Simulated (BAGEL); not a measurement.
# HF/3-21G (density fitting with qzvpp-jkfit) run of CH5Ga (SMILES [CH3][GaH2])

What is the vertical electron affinity of CH5Ga at HF/3-21G (density fitting with qzvpp-jkfit)? 

The results are computed with BAGEL 1.2.2.

5 further runs of the same task are left out: 3 that didn't finish, 2 set aside as unsound or not needed.

### 1 The system as given

CH5Ga has 7 atoms, charge 0, and is taken as a singlet. SMILES: `[CH3][GaH2]`. The shape is that of a PBE0-D4/def2-TZVP optimisation.

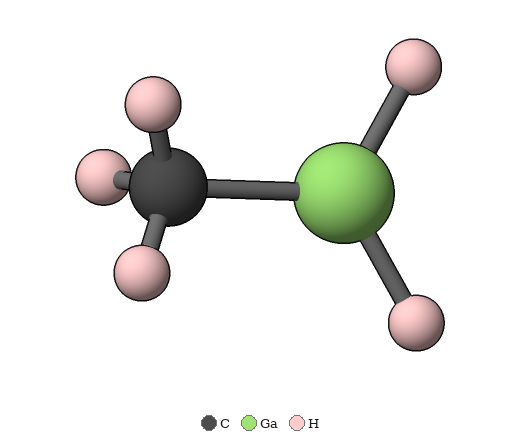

Viewed from a chosen angle; carbon dark grey, gallium green, hydrogen pink.

### 2 A single-point energy at HF/3-21G (density fitting with qzvpp-jkfit)

File input.json:

```json
{ "bagel" : [

{
  "title" : "molecule",
  "basis" : "3-21g",
  "df_basis" : "qzvpp-jkfit",
  "angstrom" : true,
  "geometry" : [
    { "atom" : "C", "xyz" : [      -0.632400,      -0.456000,      -0.459400 ] },
    { "atom" : "Ga", "xyz" : [       0.757000,       0.507000,       0.544700 ] },
    { "atom" : "H", "xyz" : [      -1.177800,       0.260300,      -1.083600 ] },
    { "atom" : "H", "xyz" : [      -0.216500,      -1.221000,      -1.115900 ] },
    { "atom" : "H", "xyz" : [      -1.362100,      -0.913700,       0.211700 ] },
    { "atom" : "H", "xyz" : [       0.374300,       1.328300,       1.832400 ] },
    { "atom" : "H", "xyz" : [       2.257500,       0.495000,       0.070100 ] }
  ]
},

{ "title" : "hf" },

{ "title" : "print", "file" : "orbitals.molden", "orbitals" : true }

]}
```

The run is started by

```bash
$ BAGEL_NUM_THREADS=1 BAGEL input.json > input.out
```

Output:

```text
* using 1 threads per process

  ===============================================================
  ===============================================================

  *** Geometry ***

  { "atom" : "C", "xyz" : [     -1.195063,     -0.861715,     -0.868140 ] },
  { "atom" : "Ga", "xyz" : [      1.430523,      0.958091,      1.029334 ] },
  { "atom" : "H", "xyz" : [     -2.225719,      0.491896,     -2.047707 ] },
  { "atom" : "H", "xyz" : [     -0.409126,     -2.307356,     -2.108745 ] },
  { "atom" : "H", "xyz" : [     -2.573996,     -1.726643,      0.400055 ] },
  { "atom" : "H", "xyz" : [      0.707324,      2.510123,      3.462734 ] },
  { "atom" : "H", "xyz" : [      4.266057,      0.935414,      0.132470 ] },

  Number of auxiliary basis functions:      431

  Since a DF basis is specified, we compute 2- and 3-index integrals:
    o Being stored without compression. Storage requirement is 0.006 GB

  Number of basis functions:       41
  Number of electrons      :       42

    * METHOD: MOLECULE                             0.15

  *** RHF ***

  === Nuclear Repulsion ===
   102.8407997654

      * DIIS with orbital gradients will be used.

  === RHF iteration (3-21g) ===
      0      -1954.31637103          0.01935606           0.04
      1      -1954.36185339          0.00708726           0.04
      2      -1954.36925229          0.00135176           0.03
      3      -1954.36970705          0.00010772           0.03
      4      -1954.36971343          0.00002144           0.02
      5      -1954.36971360          0.00000480           0.03
      6      -1954.36971361          0.00000042           0.03
      7      -1954.36971361          0.00000012           0.03
      8      -1954.36971361          0.00000002           0.03
      9      -1954.36971361          0.00000001           0.04
    * SCF iteration converged.

    * Permanent dipole moment:
           (    0.156361,     0.102488,     0.112883) a.u.

    * METHOD: HF                                   0.46

    * METHOD: PRINT                                0.00

  ===============================================================
```

Wall time 0.77 s (1 thread of Arm Neoverse V1, shared host); peak memory 0.085 GiB.

### 3 The doublet anion, same level

File input.json:

```json
{ "bagel": [

{
  "title": "molecule",
  "basis": "3-21g",
  "df_basis": "qzvpp-jkfit",
  "angstrom": "true",
  "geometry": [
    { "atom": "C", "xyz": [   -0.632400,   -0.456000,   -0.459400 ] },
    { "atom": "Ga", "xyz": [    0.757000,    0.507000,    0.544700 ] },
    { "atom": "H", "xyz": [   -1.177800,    0.260300,   -1.083600 ] },
    { "atom": "H", "xyz": [   -0.216500,   -1.221000,   -1.115900 ] },
    { "atom": "H", "xyz": [   -1.362100,   -0.913700,    0.211700 ] },
    { "atom": "H", "xyz": [    0.374300,    1.328300,    1.832400 ] },
    { "atom": "H", "xyz": [    2.257500,    0.495000,    0.070100 ] }
  ]
},
{
  "title": "uhf",
  "charge": -1,
  "nopen": 1
},
{
  "title": "print",
  "file": "orbitals.molden",
  "orbitals": "true"
}

]}
```

The run is started by

```bash
$ BAGEL_NUM_THREADS=1 BAGEL input.json > input.out
```

Output:

```text
* using 1 threads per process

  ===============================================================
  ===============================================================

  *** Geometry ***

  { "atom" : "C", "xyz" : [     -1.195063,     -0.861715,     -0.868140 ] },
  { "atom" : "Ga", "xyz" : [      1.430523,      0.958091,      1.029334 ] },
  { "atom" : "H", "xyz" : [     -2.225719,      0.491896,     -2.047707 ] },
  { "atom" : "H", "xyz" : [     -0.409126,     -2.307356,     -2.108745 ] },
  { "atom" : "H", "xyz" : [     -2.573996,     -1.726643,      0.400055 ] },
  { "atom" : "H", "xyz" : [      0.707324,      2.510123,      3.462734 ] },
  { "atom" : "H", "xyz" : [      4.266057,      0.935414,      0.132470 ] },

  Number of auxiliary basis functions:      431

  Since a DF basis is specified, we compute 2- and 3-index integrals:
    o Being stored without compression. Storage requirement is 0.006 GB

  Number of basis functions:       41
  Number of electrons      :       42

    * METHOD: MOLECULE                             0.14

  *** Open-shell HF ***

  === Nuclear Repulsion ===
   102.8407997654

      * DIIS with orbital gradients will be used.

  === UHF iteration (3-21g) ===
      0      -1954.26407957          0.04181247           0.05
      1      -1954.32147332          0.01515769           0.05
      2      -1954.32913894          0.00737078           0.06
      3      -1954.33091688          0.00055152           0.08
      4      -1954.33105911          0.00004680           0.08
      5      -1954.33109084          0.00001917           0.07
      6      -1954.33110388          0.00000951           0.07
      7      -1954.33110866          0.00000273           0.06
      8      -1954.33110890          0.00000066           0.05
      9      -1954.33110890          0.00000024           0.06
     10      -1954.33110890          0.00000010           0.06
     11      -1954.33110890          0.00000003           0.08
     12      -1954.33110890          0.00000001           0.06
     13      -1954.33110890          0.00000001           0.06
    * SCF iteration converged.

    * S^2 (UHF) is 0.7625

    * Permanent dipole moment:
           (    0.668401,     0.396654,     0.497720) a.u.

    * METHOD: UHF                                  1.01

    * METHOD: PRINT                                0.00

  ===============================================================
```

It took 1.3 s on 1 thread of Arm Neoverse V1, shared host; peak memory 0.085 GiB.

### 4 Results

Level: HF/3-21G (density fitting with qzvpp-jkfit).

| quantity | value |
| --- | --- |
| singlet CH5Ga: total energy | -1954.36971 Eh |
| singlet CH5Ga: dipole moment | 0.56 D |
| singlet CH5Ga: HOMO energy | -10.81 eV |
| singlet CH5Ga: LUMO energy | 1.35 eV |
| singlet CH5Ga: HOMO–LUMO gap | 12.16 eV |
| doublet anion: total energy | -1954.33111 Eh |
| doublet anion: ⟨S²⟩ | 0.762 |
| vertical electron affinity (to the doublet anion) | -1.050 eV |

**Reading.** The anion lies 1.05 eV (24 kcal/mol) above the neutral: the electron isn't bound at this level, and such a value depends on the basis. Without diffuse functions anions come out too high. Hartree–Fock misses the correlation that binds many anions.
